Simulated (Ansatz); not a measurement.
# Single-point calculation, with input and output: Ge14H20 (charge +1)

- system: Ge14H20 (Ge14H20 off sphere), charge +1, multiplicity 2
- method: UKS PBE0-D4/def2-TZVP (Ansatz 0.2.0)

The geometry comes from this level: PBE-D4/def2-SVP.

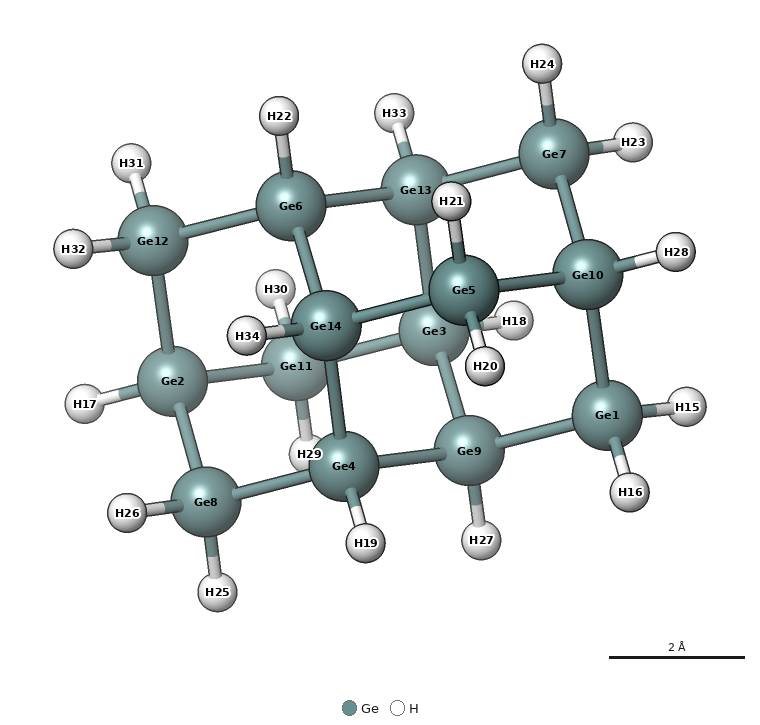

**Figure 1.** The structure as given in the input (ball-and-stick view, seen at a tilt; atoms are numbered from 1 in the order of the input). Sticks mark near contacts.

## Results in brief

| quantity | value |
| --- | --- |
| outcome | converged |
| total energy | −791484.1370 eV |
| mean-field energy | −791482.2814 eV |
| dispersion energy | −1.8556 eV |
| ⟨S²⟩ | 0.754 |
| SCF solution under orbital rotations | stable |
| HOMO (either spin) | −10.36 eV |
| LUMO (either spin) | −9.23 eV |
| hardware | 4 CPU threads, shared host |
| wall time | 30 s (CPU time 37 s) |
| peak memory | 1.5 GiB |

## The input
```yaml
crystal:
  periodic: [false, false, false]
  atoms:
    - {symbol: Ge, position_ang: [0.713266, -3.542151, 0.713723]}
    - {symbol: Ge, position_ang: [-2.128474, 2.130681, -2.126263]}
    - {symbol: Ge, position_ang: [0.691312, -0.697605, -2.121618]}
    - {symbol: Ge, position_ang: [-2.123858, -0.695397, 0.697538]}
    - {symbol: Ge, position_ang: [0.717461, -0.719528, 3.539034]}
    - {symbol: Ge, position_ang: [0.695326, 2.120084, 0.697486]}
    - {symbol: Ge, position_ang: [3.540510, -0.715873, 0.711763]}
    - {symbol: Ge, position_ang: [-3.540826, 0.719333, -0.711556]}
    - {symbol: Ge, position_ang: [-0.700069, -2.123077, -0.694759]}
    - {symbol: Ge, position_ang: [2.129974, -2.131053, 2.124446]}
    - {symbol: Ge, position_ang: [-0.715369, 0.718451, -3.539525]}
    - {symbol: Ge, position_ang: [-0.711523, 3.541266, -0.715263]}
    - {symbol: Ge, position_ang: [2.118900, 0.694135, -0.696988]}
    - {symbol: Ge, position_ang: [-0.695317, 0.693431, 2.123929]}
    - {symbol: H, position_ang: [1.598089, -4.458299, -0.183482]}
    - {symbol: H, position_ang: [-0.180075, -4.456595, 1.604215]}
    - {symbol: H, position_ang: [-3.029574, 3.032917, -3.026999]}
    - {symbol: H, position_ang: [1.595990, -1.602928, -3.017339]}
    - {symbol: H, position_ang: [-3.021030, -1.599200, 1.602304]}
    - {symbol: H, position_ang: [-0.176826, -1.609072, 4.453491]}
    - {symbol: H, position_ang: [1.605654, 0.174515, 4.455036]}
    - {symbol: H, position_ang: [1.602975, 3.013503, 1.602110]}
    - {symbol: H, position_ang: [4.457375, -1.601560, -0.183817]}
    - {symbol: H, position_ang: [4.453702, 0.180241, 1.600740]}
    - {symbol: H, position_ang: [-4.460126, -0.172848, -1.598231]}
    - {symbol: H, position_ang: [-4.451948, 1.609369, 0.185656]}
    - {symbol: H, position_ang: [-1.606330, -3.018098, -1.599202]}
    - {symbol: H, position_ang: [3.031943, -3.033092, 3.024513]}
    - {symbol: H, position_ang: [-1.601940, -0.170693, -4.461769]}
    - {symbol: H, position_ang: [0.184946, 1.608559, -4.447525]}
    - {symbol: H, position_ang: [0.188373, 4.449233, -1.605828]}
    - {symbol: H, position_ang: [-1.595653, 4.463591, 0.176219]}
    - {symbol: H, position_ang: [3.011932, 1.599953, -1.603875]}
    - {symbol: H, position_ang: [-1.598807, 1.597806, 3.021835]}
basis:
  gaussian: {orbitals: def2-TZVP, fitting: {mean_field: def2-universal-jkfit}}
total_charge: 1
magnetization: {spin_polarized: true, initial_magnetization: 1}
hamiltonian: {xc: pbe0, dispersion: d4}
scf: {omitted_lower_state_checks: [starts]}
output: {orbitals: {seedname: orbitals}}
```

Command:
```bash
ansatz run in.yaml --threads 4 --pin off --events-out ev --progress --plain --max-ram 66560MiB --backend cuda --devices 0, --max-vram 37GiB
```

## Log
```
Functional definition: PBE0
  name "PBE0"
  cite "Adamo & Barone, J. Chem. Phys. 110, 6158 (1999) doi:10.1063/1.478522"
  cite "Perdew, Burke & Ernzerhof, Phys. Rev. Lett. 77, 3865 (1996) doi:10.1103/PhysRevLett.77.3865"
  parent pbe
  parameter a = 0.25
  parameter kappa = 0.804
  parameter beta = 0.06672455060314922
  exchange = (1 - a)*pbe_x(kappa = kappa, mu = beta*pi^2/3) + a*exact_x
  correlation = pbe_c(beta = beta)
these checks for a lower state are left out or cut short: starts
4084 factors; integrals over basis functions are off by at most 6.2e-1 eV
mean field evaluation 1: about -791480.2465 eV, gradient 3.5e1 eV
mean field evaluation 2: about -791480.8648 eV, gradient 3.4e1 eV
mean field evaluation 4: about -791482.2766 eV, gradient 2.3e0 eV
mean field evaluation 8: about -791482.2812 eV, gradient 1.2e-1 eV
mean field evaluation 16: about -791482.2813 eV, gradient 3.3e-4 eV
mean field -791482.28131389 eV, -29086.4373523264 hartree, gradient 1.1e-5 eV, S^2 0.753964; 0 other end points of the search recorded, 0 dependent functions left out
reference -791482.28138474 eV, -29086.4373549303 hartree; 234, 233 occupied and 558, 559 virtual orbitals, 4084 factors
Total energy: -791484.13696375 eV, -29086.5055462011 hartree
Checks for a lower state left out: starts
```

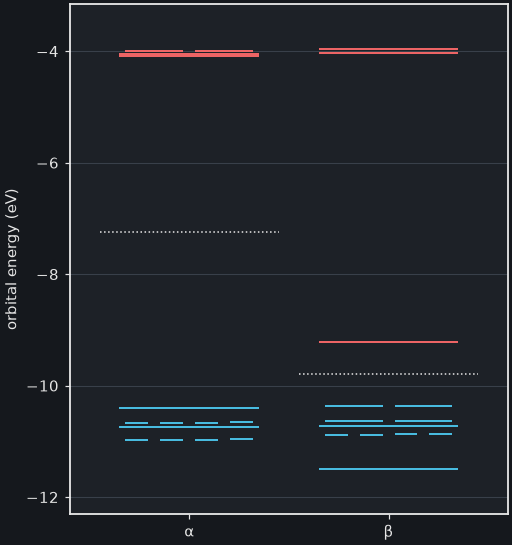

**Figure 2.** Orbital energies near the frontier for α and β spins; the dotted line parts filled from empty levels, and levels within 0.02 eV of each other stand side by side. α: highest filled −10.41 eV, lowest empty −4.09 eV, 6.32 eV apart; β: highest filled −10.36 eV, lowest empty −9.23 eV, 1.13 eV apart.
